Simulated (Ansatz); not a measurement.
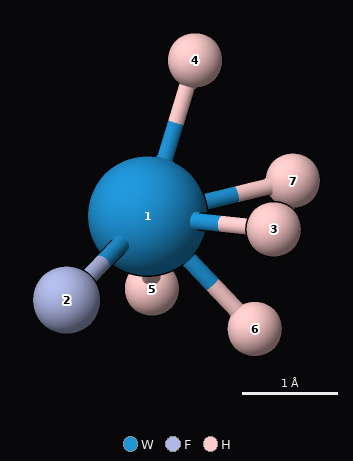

*The input geometry (ball-and-stick view, seen at a tilt; atoms are numbered from 1 in the order of the input). Sticks mark near contacts.*

**Frequency calculation of WH₅F**

System: WH₅F.
Method: RKS PBE-D4/def2-SVP (Ansatz 0.2.0).

It belongs to a series of runs on one base structure; here: vibrations at the highest image of the band. Figures and captions count atoms from 1; the log counts them from 0 in places.

**The program's output**
```
Engine: ansatz 0.2.0, aarch64-unknown-linux-gnu
Functional definition: PBE
  parameter kappa = 0.804
  parameter beta = 0.06672455060314922
  exchange = pbe_x(kappa = kappa, mu = beta*pi^2/3)
  correlation = pbe_c(beta = beta)
745 factors; their error is unknown
mean field evaluation 1: about -4615.3822 eV, gradient 3.8e1 eV
mean field evaluation 2: about -4596.7587 eV, gradient 1.1e2 eV
mean field evaluation 4: about -4618.3588 eV, gradient 7.2e0 eV
mean field evaluation 8: about -4618.4825 eV, gradient 6.8e-2 eV
mean field evaluation 16: about -4618.4392 eV, gradient 4.2e-5 eV
mean field -4618.43917421 eV, -169.7245091616 hartree, gradient 4.2e-5 eV, S^2 0.000000; 0 other end points of the search recorded, 0 dependent functions left out
the calculation of the forces begins
reference -4618.43923048 eV, -169.7245112295 hartree; 14, 14 occupied and 57, 57 virtual orbitals, 745 factors
these checks for a lower state are left out or cut short: stability, starts, cluster_reference, orbital_swaps, neighbouring_geometries, increment
745 factors; their error is unknown
mean field -4618.43904845 eV, -169.7245045400 hartree, gradient 2.2e-6 eV, S^2 0.000000; 0 other end points of the search recorded, 0 dependent functions left out
[... from here on the field's lines of each further geometry are left out, up to the last ...]
the calculation of the forces begins
reference -4618.43917217 eV, -169.7245090869 hartree; 14, 14 occupied and 57, 57 virtual orbitals, 745 factors
these checks for a lower state are left out or cut short: stability, starts, cluster_reference, orbital_swaps, neighbouring_geometries, increment
745 factors; their error is unknown
mean field -4618.43914643 eV, -169.7245081408 hartree, gradient 2.2e-6 eV, S^2 0.000000; 0 other end points of the search recorded, 0 dependent functions left out
the calculation of the forces begins
reference -4618.43920270 eV, -169.7245102086 hartree; 14, 14 occupied and 57, 57 virtual orbitals, 745 factors
WARN: phonons: modes at or below zero, which the zero-point energy, F, S and C_V leave out: 1, the lowest at -359.84 cm⁻¹. A minimum has none, and a first-order saddle one
Total energy: -4618.54976519 eV, -169.7285733051 hartree
Atom 0 at    -0.118389     0.315889     0.498145 Å, force     0.003629    -0.001949     0.011172 eV/Å
Atom 1 at     0.633703    -0.062509     2.194698 Å, force    -0.003448     0.002837    -0.008084 eV/Å
Atom 2 at     1.371146    -0.195702    -0.030609 Å, force    -0.000579     0.000237    -0.000262 eV/Å
Atom 3 at     0.329640     1.663019    -0.461917 Å, force     0.000794     0.000411     0.000108 eV/Å
Atom 4 at    -1.495505    -0.557062    -0.007051 Å, force    -0.000860    -0.000313    -0.000529 eV/Å
Atom 5 at     0.114225    -1.215136    -0.088095 Å, force     0.000379    -0.000936    -0.000821 eV/Å
Atom 6 at     0.104781     0.051499    -1.165670 Å, force     0.000087    -0.000287    -0.001584 eV/Å
Dipole moment:    -0.322561     0.294558     0.173437 e Å
Vibrations: -359.84 395.63 496.45 637.93 756.84 840.21 866.56 973.85 1010.23 1069.21 1978.32 1988.10 2001.82 2102.97 2121.09 cm⁻¹, zero-point energy 1.068694 eV
```

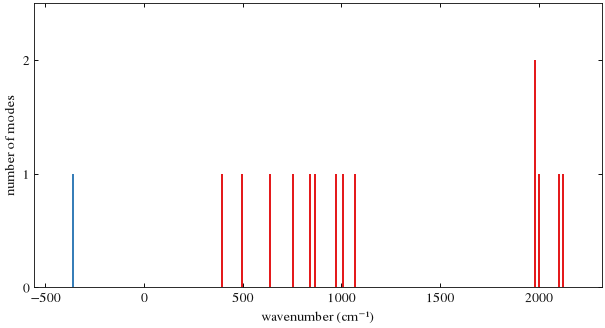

*Harmonic vibrational wavenumbers from the force constants; neighbouring modes closer than 11 cm⁻¹ are counted in one stick, and imaginary ones are drawn at negative wavenumbers.*

15 modes from 360i to 2121 cm⁻¹, 1 imaginary beyond 8i (360i cm⁻¹): a first-order saddle point, if the geometry is stationary.

This output came from the following input.

**The input**
```yaml
crystal:
  periodic: [false, false, false]
  atoms:
    - { symbol: W, position_ang: [-0.118389, 0.315889, 0.498145] }
    - { symbol: F, position_ang: [0.633703, -0.062509, 2.194698] }
    - { symbol: H, position_ang: [1.371146, -0.195702, -0.030609] }
    - { symbol: H, position_ang: [0.32964, 1.663019, -0.461917] }
    - { symbol: H, position_ang: [-1.495505, -0.557062, -0.007051] }
    - { symbol: H, position_ang: [0.114225, -1.215136, -0.088095] }
    - { symbol: H, position_ang: [0.104781, 0.051499, -1.16567] }
basis:
  gaussian: { orbitals: def2-SVP }
hamiltonian:
  xc: pbe
  dispersion: d4
phonons: {}
```

Command:
```bash
ansatz run input.yaml --threads 1 --pin off --max-ram 2048MiB --backend cpu --events-out ev --progress --plain --runs-dir out
```

**Key numbers**

- outcome: converged
- total energy: −4618.5498 eV
- mean-field energy: −4618.4392 eV
- largest force (length of the vector): 0.012 eV/Å
- hardware: 1 thread of Arm Neoverse V2, 24 GiB of memory available, shared host
- wall time: 50 s
- peak memory: 0.1 GiB
